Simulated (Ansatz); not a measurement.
## Geometry relaxation of CH10BNSSi2 (part 1 of 3)

The run: geometry relaxation of CH10BNSSi2. Method and program: UHF/STO-3G (Ansatz 0.2.0).

It belongs to a series of runs on one base structure; here: start relaxed.

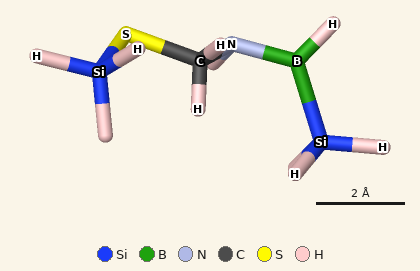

Figure 1. The starting structure (stick view, seen at a tilt).

**Key numbers**

- outcome: converged
- total energy: −29546.1224 eV
- mean-field energy: −29546.1224 eV
- largest force (length of the vector) at the end: 0.012 eV/Å
- hardware: 1 thread of Arm Neoverse V1, 24 GiB of memory available, shared host
- wall time: 1.8 min
- peak memory: 0.16 GiB

**Input**
```yaml
crystal:
  periodic: [false, false, false]
  atoms:
    - { symbol: Si, position_ang: [1.0657, -2.0728, -1.7494] }
    - { symbol: B, position_ang: [1.3954, -1.6335, 0.1056] }
    - { symbol: "N", position_ang: [1.3646, -0.1909, 0.6171] }
    - { symbol: C, position_ang: [0.1189, 0.3773, 0.6024] }
    - { symbol: S, position_ang: [0.0704, 2.0109, 1.3576] }
    - { symbol: Si, position_ang: [-2.0357, 2.3823, 1.0788] }
    - { symbol: H, position_ang: [-0.3335, -1.6209, -2.0743] }
    - { symbol: H, position_ang: [1.2079, -3.4544, -2.0015] }
    - { symbol: H, position_ang: [1.9599, -1.2707, -2.5751] }
    - { symbol: H, position_ang: [1.7349, -2.5077, 0.8451] }
    - { symbol: H, position_ang: [1.9921, 0.3735, 0.013] }
    - { symbol: H, position_ang: [-0.2994, 0.4688, -0.4256] }
    - { symbol: H, position_ang: [-0.6983, -0.2557, 1.171] }
    - { symbol: H, position_ang: [-2.3705, 2.3322, -0.3394] }
    - { symbol: H, position_ang: [-2.8101, 1.3157, 1.7857] }
    - { symbol: H, position_ang: [-2.3851, 3.7234, 1.6331] }
magnetization:
  spin_polarized: true
basis:
  gaussian: { orbitals: STO-3G }
hamiltonian:
  xc: hf
relax:
  f_tol: 0.02
  max_steps: 40
```

Command:
```bash
ansatz run input.yaml --threads 1 --pin off --max-ram 2048MiB --backend cpu --events-out ev --progress --plain --runs-dir out
```

**The program's output**
```
The last accepted step is kept in [file] (removed where the run ends without a failure and the disk answers)
Engine: ansatz 0.2.0, aarch64-unknown-linux-gnu
Functional definition: HF
  exchange = exact_x
  correlation = 0
717 factors; integrals over basis functions are off by at most 1.5e-5 eV
mean field evaluation 1: about -29540.5594 eV, gradient 1.8e1 eV
mean field evaluation 2: about -29540.7320 eV, gradient 1.8e1 eV
mean field evaluation 4: about -29543.4671 eV, gradient 1.2e0 eV
mean field evaluation 8: about -29543.4809 eV, gradient 1.8e-5 eV
mean field -29543.48092279 eV, -1085.7028986221 hartree, gradient 3.7e-5 eV, S^2 0.000000; 0 other end points of the search recorded, 0 dependent functions left out
the calculation of the forces begins
reference -29543.48092279 eV, -1085.7028986221 hartree; 36, 36 occupied and 16, 16 virtual orbitals, 717 factors
relax step   1: F+E_penalty+E_count = -29543.48092279 eV  Δ(F+E_penalty+E_count) = +0.000e0 eV  max|allowed force component| = 8.314e0 eV/Å  Δτ_max = 0.0000 Å  (29 SCF iters, accepted)
these checks for a lower state are left out or cut short: starts, cluster_reference, orbital_swaps, neighbouring_geometries, increment
717 factors; integrals over basis functions are off by at most 1.7e-5 eV
mean field evaluation 16: about -29544.3246 eV, gradient 1.0e-5 eV
mean field -29544.32457748 eV, -1085.7339023598 hartree, gradient 1.0e-5 eV, S^2 0.000000; 0 other end points of the search recorded, 0 dependent functions left out
[... from here on the field's lines of each further geometry are left out, up to the last ...]
relax step   2: F+E_penalty+E_count = -29544.32457748 eV  Δ(F+E_penalty+E_count) = -8.437e-1 eV  max|allowed force component| = 1.909e0 eV/Å  Δτ_max = 0.1754 Å  (31 SCF iters, accepted)
relax step   3: F+E_penalty+E_count = -29544.51203025 eV  Δ(F+E_penalty+E_count) = -1.875e-1 eV  max|allowed force component| = 7.359e-1 eV/Å  Δτ_max = 0.1883 Å  (32 SCF iters, accepted)
relax step   4: F+E_penalty+E_count = -29544.67651971 eV  Δ(F+E_penalty+E_count) = -1.645e-1 eV  max|allowed force component| = 1.277e0 eV/Å  Δτ_max = 0.2000 Å  (32 SCF iters, accepted)
relax step   5: F+E_penalty+E_count = -29544.89360134 eV  Δ(F+E_penalty+E_count) = -2.171e-1 eV  max|allowed force component| = 1.434e0 eV/Å  Δτ_max = 0.1947 Å  (32 SCF iters, accepted)
relax step   6: F+E_penalty+E_count = -29545.10160631 eV  Δ(F+E_penalty+E_count) = -2.080e-1 eV  max|allowed force component| = 1.177e0 eV/Å  Δτ_max = 0.1949 Å  (32 SCF iters, accepted)
relax step   7: F+E_penalty+E_count = -29545.31713591 eV  Δ(F+E_penalty+E_count) = -2.155e-1 eV  max|allowed force component| = 1.299e0 eV/Å  Δτ_max = 0.1917 Å  (32 SCF iters, accepted)
relax step   8: F+E_penalty+E_count = -29545.34939523 eV  Δ(F+E_penalty+E_count) = -3.226e-2 eV  max|allowed force component| = 2.896e0 eV/Å  Δτ_max = 0.1927 Å  (31 SCF iters, accepted)
relax step   9: F+E_penalty+E_count = -29545.64808588 eV  Δ(F+E_penalty+E_count) = -2.987e-1 eV  max|allowed force component| = 1.470e0 eV/Å  Δτ_max = 0.1932 Å  (31 SCF iters, accepted)
relax step  10: F+E_penalty+E_count = -29545.79609957 eV  Δ(F+E_penalty+E_count) = -1.480e-1 eV  max|allowed force component| = 8.538e-1 eV/Å  Δτ_max = 0.2000 Å  (31 SCF iters, accepted)
relax step  11: F+E_penalty+E_count = -29545.90720024 eV  Δ(F+E_penalty+E_count) = -1.111e-1 eV  max|allowed force component| = 4.606e-1 eV/Å  Δτ_max = 0.1932 Å  (31 SCF iters, accepted)
relax step  12: F+E_penalty+E_count = -29545.97332168 eV  Δ(F+E_penalty+E_count) = -6.612e-2 eV  max|allowed force component| = 3.614e-1 eV/Å  Δτ_max = 0.2000 Å  (30 SCF iters, accepted)
relax step  13: F+E_penalty+E_count = -29545.92906392 eV  Δ(F+E_penalty+E_count) = +4.426e-2 eV  max|allowed force component| = 1.157e0 eV/Å  Δτ_max = 0.1434 Å  (32 SCF iters, rejected (line search))
relax step  14: F+E_penalty+E_count = -29545.99918936 eV  Δ(F+E_penalty+E_count) = -2.587e-2 eV  max|allowed force component| = 1.685e-1 eV/Å  Δτ_max = 0.0691 Å  (25 SCF iters, accepted)
relax step  15: F+E_penalty+E_count = -29546.01312229 eV  Δ(F+E_penalty+E_count) = -1.393e-2 eV  max|allowed force component| = 8.257e-2 eV/Å  Δτ_max = 0.1000 Å  (33 SCF iters, accepted)
relax step  16: F+E_penalty+E_count = -29546.02468870 eV  Δ(F+E_penalty+E_count) = -1.157e-2 eV  max|allowed force component| = 1.366e-1 eV/Å  Δτ_max = 0.1489 Å  (32 SCF iters, accepted)
relax step  17: F+E_penalty+E_count = -29546.02516785 eV  Δ(F+E_penalty+E_count) = -4.791e-4 eV  max|allowed force component| = 3.937e-1 eV/Å  Δτ_max = 0.1950 Å  (32 SCF iters, accepted)
relax step  18: F+E_penalty+E_count = -29546.03555380 eV  Δ(F+E_penalty+E_count) = -1.039e-2 eV  max|allowed force component| = 3.019e-1 eV/Å  Δτ_max = 0.0809 Å  (26 SCF iters, accepted)
relax step  19: F+E_penalty+E_count = -29546.05529273 eV  Δ(F+E_penalty+E_count) = -1.974e-2 eV  max|allowed force component| = 3.263e-1 eV/Å  Δτ_max = 0.2000 Å  (31 SCF iters, accepted)
relax step  20: F+E_penalty+E_count = -29546.06956425 eV  Δ(F+E_penalty+E_count) = -1.427e-2 eV  max|allowed force component| = 2.827e-1 eV/Å  Δτ_max = 0.1376 Å  (33 SCF iters, accepted)
relax step  21: F+E_penalty+E_count = -29546.07541336 eV  Δ(F+E_penalty+E_count) = -5.849e-3 eV  max|allowed force component| = 2.978e-1 eV/Å  Δτ_max = 0.0943 Å  (33 SCF iters, accepted)
relax step  22: F+E_penalty+E_count = -29546.08349036 eV  Δ(F+E_penalty+E_count) = -8.077e-3 eV  max|allowed force component| = 3.433e-1 eV/Å  Δτ_max = 0.0865 Å  (33 SCF iters, accepted)
relax step  23: F+E_penalty+E_count = -29546.09093981 eV  Δ(F+E_penalty+E_count) = -7.449e-3 eV  max|allowed force component| = 2.100e-1 eV/Å  Δτ_max = 0.0582 Å  (28 SCF iters, accepted)
relax step  24: F+E_penalty+E_count = -29546.09788253 eV  Δ(F+E_penalty+E_count) = -6.943e-3 eV  max|allowed force component| = 2.922e-1 eV/Å  Δτ_max = 0.1129 Å  (33 SCF iters, accepted)
relax step  25: F+E_penalty+E_count = -29546.10186784 eV  Δ(F+E_penalty+E_count) = -3.985e-3 eV  max|allowed force component| = 3.851e-1 eV/Å  Δτ_max = 0.1715 Å  (33 SCF iters, accepted)
relax step  26: F+E_penalty+E_count = -29546.10732323 eV  Δ(F+E_penalty+E_count) = -5.455e-3 eV  max|allowed force component| = 1.381e-1 eV/Å  Δτ_max = 0.0163 Å  (27 SCF iters, accepted)
relax step  27: F+E_penalty+E_count = -29546.11453677 eV  Δ(F+E_penalty+E_count) = -7.214e-3 eV  max|allowed force component| = 1.224e-1 eV/Å  Δτ_max = 0.1975 Å  (32 SCF iters, accepted)
relax step  28: F+E_penalty+E_count = -29546.10599865 eV  Δ(F+E_penalty+E_count) = +8.538e-3 eV  max|allowed force component| = 2.368e-1 eV/Å  Δτ_max = 0.1325 Å  (33 SCF iters, rejected (line search))
relax step  29: F+E_penalty+E_count = -29546.11736499 eV  Δ(F+E_penalty+E_count) = -2.828e-3 eV  max|allowed force component| = 8.821e-2 eV/Å  Δτ_max = 0.0649 Å  (27 SCF iters, accepted)
relax step  30: F+E_penalty+E_count = -29546.11804093 eV  Δ(F+E_penalty+E_count) = -6.759e-4 eV  max|allowed force component| = 9.280e-2 eV/Å  Δτ_max = 0.0520 Å  (28 SCF iters, accepted)
relax step  31: F+E_penalty+E_count = -29546.11890580 eV  Δ(F+E_penalty+E_count) = -8.649e-4 eV  max|allowed force component| = 9.352e-2 eV/Å  Δτ_max = 0.0480 Å  (27 SCF iters, accepted)
relax step  32: F+E_penalty+E_count = -29546.12014871 eV  Δ(F+E_penalty+E_count) = -1.243e-3 eV  max|allowed force component| = 7.479e-2 eV/Å  Δτ_max = 0.0323 Å  (27 SCF iters, accepted)
relax step  33: F+E_penalty+E_count = -29546.12065031 eV  Δ(F+E_penalty+E_count) = -5.016e-4 eV  max|allowed force component| = 9.755e-2 eV/Å  Δτ_max = 0.0562 Å  (27 SCF iters, accepted)
relax step  34: F+E_penalty+E_count = -29546.12130162 eV  Δ(F+E_penalty+E_count) = -6.513e-4 eV  max|allowed force component| = 7.578e-2 eV/Å  Δτ_max = 0.0247 Å  (27 SCF iters, accepted)
relax step  35: F+E_penalty+E_count = -29546.12164477 eV  Δ(F+E_penalty+E_count) = -3.432e-4 eV  max|allowed force component| = 3.460e-2 eV/Å  Δτ_max = 0.0204 Å  (27 SCF iters, accepted)
relax step  36: F+E_penalty+E_count = -29546.12203183 eV  Δ(F+E_penalty+E_count) = -3.871e-4 eV  max|allowed force component| = 3.283e-2 eV/Å  Δτ_max = 0.0455 Å  (26 SCF iters, accepted)
relax step  37: F+E_penalty+E_count = -29546.12219201 eV  Δ(F+E_penalty+E_count) = -1.602e-4 eV  max|allowed force component| = 4.056e-2 eV/Å  Δτ_max = 0.0409 Å  (27 SCF iters, accepted)
relax step  38: F+E_penalty+E_count = -29546.12231574 eV  Δ(F+E_penalty+E_count) = -1.237e-4 eV  max|allowed force component| = 2.683e-2 eV/Å  Δτ_max = 0.0259 Å  (27 SCF iters, accepted)
the calculation of the forces begins
reference -29546.12239459 eV, -1085.7999709202 hartree; 36, 36 occupied and 16, 16 virtual orbitals, 722 factors
relax step  39: F+E_penalty+E_count = -29546.12239459 eV  Δ(F+E_penalty+E_count) = -7.885e-5 eV  max|allowed force component| = 1.022e-2 eV/Å  Δτ_max = 0.0090 Å  (28 SCF iters, accepted)
```

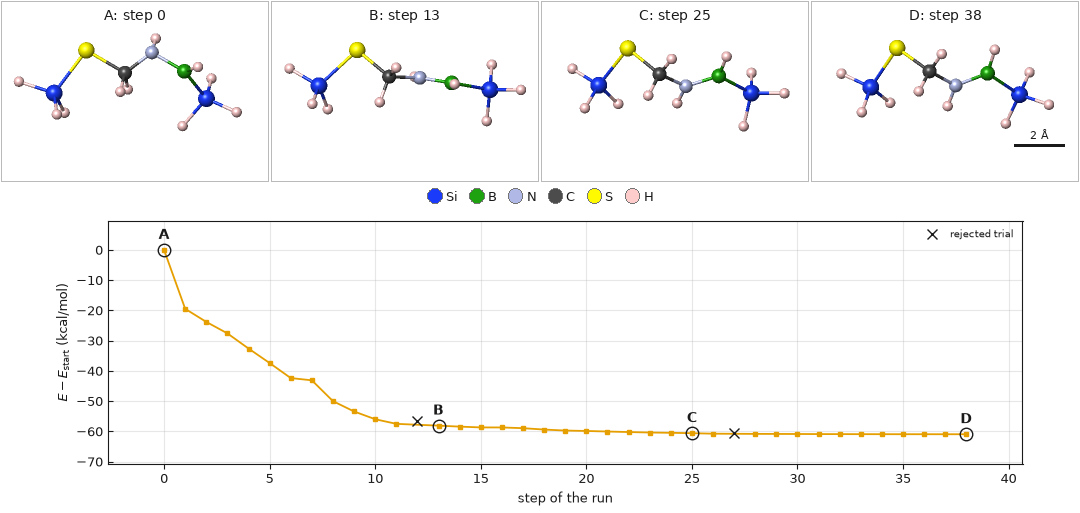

Figure 2. Frames of the relaxation (ball-and-stick view, seen at a tilt) above the curves, on which the letters mark them (the first geometry is step 0 here and step 1 in the log).

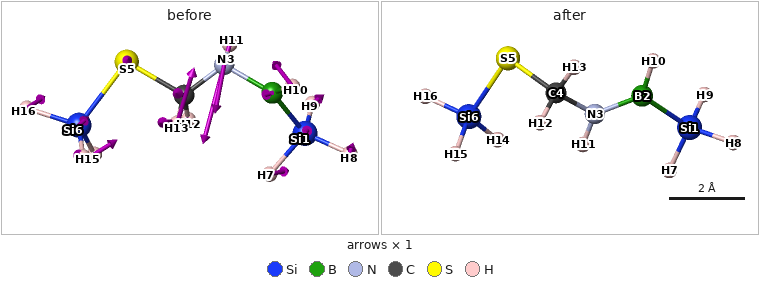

Figure 3. Before (left) and after (right) the relaxation, at one scale (ball-and-stick view, seen at a tilt). The pink arrows give the displacements, at true length. After 38 geometry steps the energy has fallen by 60.9 kcal/mol. Largest force component: 8.3 eV/Å at the start, 0.01 eV/Å at the end. The line search rejected the trial steps at points 12, 27 (counted from 0) and went back. The largest move after the best rigid fit is that of H11, 2.82 Å. By element the largest moves are H 2.82 Å, N 1.35 Å, C 1.04 Å, B 0.60 Å, Si 0.50 Å, S 0.37 Å. Among the contacts that change: B2–N3 1.531 → 1.378 Å, N3–C4 1.369 → 1.479 Å, C4–H13 1.180 → 1.089 Å, Si1–H7 1.506 → 1.425 Å. Among the angles that change: B2–N3–H11 107.8° → 120.9°, B2–N3–C4 113.9° → 126.6°, N3–C4–H13 113.7° → 107.3°. (Atoms are counted from 1 in the order of the input.)

```
722 factors; integrals over basis functions are off by at most 3.1e-5 eV
mean field -29546.12239459 eV, -1085.7999709202 hartree, gradient 6.0e-6 eV, S^2 0.000000; 1 other end points of the search recorded, 0 dependent functions left out
the calculation of the forces begins
reference -29546.12239459 eV, -1085.7999709202 hartree; 36, 36 occupied and 16, 16 virtual orbitals, 722 factors
Total energy: -29546.12239459 eV, -1085.7999709202 hartree
Atom 0 at     1.519600    -1.784225    -2.042705 Å, force     0.005392    -0.004247    -0.009834 eV/Å
Atom 1 at     1.118296    -1.312413    -0.177771 Å, force    -0.003978     0.005708     0.002982 eV/Å
Atom 2 at     0.011145    -0.566055     0.163850 Å, force     0.004946    -0.004991    -0.006891 eV/Å
Atom 3 at    -0.379102    -0.140516     1.525248 Å, force     0.002513    -0.003121     0.003725 eV/Å
Atom 4 at    -0.035729     1.592835     1.921722 Å, force    -0.005542     0.000352    -0.004589 eV/Å
Atom 5 at    -1.511916     2.557127     0.751915 Å, force    -0.001406     0.007293    -0.000606 eV/Å
Atom 6 at     0.529361    -1.288812    -2.939717 Å, force     0.006452    -0.002752     0.005292 eV/Å
Atom 7 at     1.583675    -3.196558    -2.216261 Å, force    -0.001132     0.010217     0.002460 eV/Å
Atom 8 at     2.773080    -1.245140    -2.451739 Å, force    -0.008877    -0.004707     0.003815 eV/Å
Atom 9 at     1.807630    -1.658985     0.689288 Å, force    -0.000822    -0.001153    -0.000535 eV/Å
Atom 10 at    -0.635130    -0.226531    -0.552411 Å, force    -0.002505     0.002760     0.001347 eV/Å
Atom 11 at    -1.437283    -0.374182     1.676805 Å, force     0.000766     0.000117    -0.000290 eV/Å
Atom 12 at     0.190766    -0.745467     2.229351 Å, force     0.000039    -0.000074    -0.000997 eV/Å
Atom 13 at    -1.258321     2.414240    -0.642159 Å, force     0.000539    -0.001343     0.000482 eV/Å
Atom 14 at    -2.800263     2.013180     1.022322 Å, force     0.002816    -0.002048     0.003159 eV/Å
Atom 15 at    -1.498608     3.939001     1.086361 Å, force     0.000799    -0.002011     0.000480 eV/Å
Dipole moment:    -0.447665     0.180848     0.052783 e Å
```

**Trajectory as extended XYZ (Å, eV, eV/Å), 30 of the 39 frames kept, from step=1 to step=39**
```
16
Properties=species:S:1:pos:R:3:forces:R:3 step=1 energy=-29543.48092
Si    1.0657   -2.0728   -1.7494   -1.7679   1.6144  -1.5550
B     1.3954   -1.6335    0.1056    1.0093   0.4215   1.5780
N     1.3646   -0.1909    0.6171    5.3920  -3.5951  -0.1624
C     0.1189    0.3773    0.6024   -8.3137   0.9493   0.3943
S     0.0704    2.0109    1.3576   -0.6769   1.0155   0.2142
Si   -2.0357    2.3823    1.0788   -0.4745   0.0360   0.7919
H    -0.3335   -1.6209   -2.0743    1.9071  -0.8456   0.2743
H     1.2079   -3.4544   -2.0015    0.0423  -0.2547  -0.2718
H     1.9599   -1.2707   -2.5751   -0.5070  -0.7359   0.3849
H     1.7349   -2.5077    0.8451   -0.5191   0.8312  -0.2195
H     1.9921    0.3735    0.0130   -0.2686  -0.1475   0.2739
H    -0.2994    0.4688   -0.4256    0.1098  -0.0787   0.4100
H    -0.6983   -0.2557    1.1710    2.6239   1.0200  -1.4559
H    -2.3705    2.3322   -0.3394    0.1497   0.0644   0.9284
H    -2.8101    1.3157    1.7857    0.8515   1.3958  -0.8975
H    -2.3851    3.7234    1.6331    0.4423  -1.6907  -0.6880
16
Properties=species:S:1:pos:R:3:forces:R:3 step=2 energy=-29544.32458
Si    1.0813   -2.0667   -1.7824    0.8097  -0.2485  -0.5542
B     1.4900   -1.5970    0.0981   -1.2025  -0.0608   1.2570
N     1.3801   -0.1869    0.6197    1.9092  -0.6945  -0.4794
C     0.0394    0.3789    0.6218   -1.5792  -0.0552   0.1880
S     0.0342    2.0334    1.3799    0.1002  -0.3715  -0.0676
Si   -2.0211    2.3949    1.1053   -0.3070   0.1449  -0.1319
H    -0.2440   -1.7326   -2.1593   -0.1991   0.2329   0.2005
H     1.2275   -3.4489   -2.0811    0.0727  -0.0763   0.1721
H     1.9658   -1.3688   -2.6590   -0.1107   0.0266   0.0226
H     1.6084   -2.4333    0.9411    0.0606   0.4346  -0.7584
H     1.9806    0.4187    0.0397   -0.1763   0.2084  -0.0867
H    -0.4141    0.4408   -0.3830    0.2958  -0.0153   0.0887
H    -0.6100   -0.3185    1.1793    0.2438   0.3910  -0.0432
H    -2.3831    2.3662   -0.2723    0.0967  -0.0043  -0.0194
H    -2.8209    1.4281    1.7667   -0.0122  -0.1678   0.1140
H    -2.3369    3.6691    1.6295   -0.0018   0.2556   0.0976
```
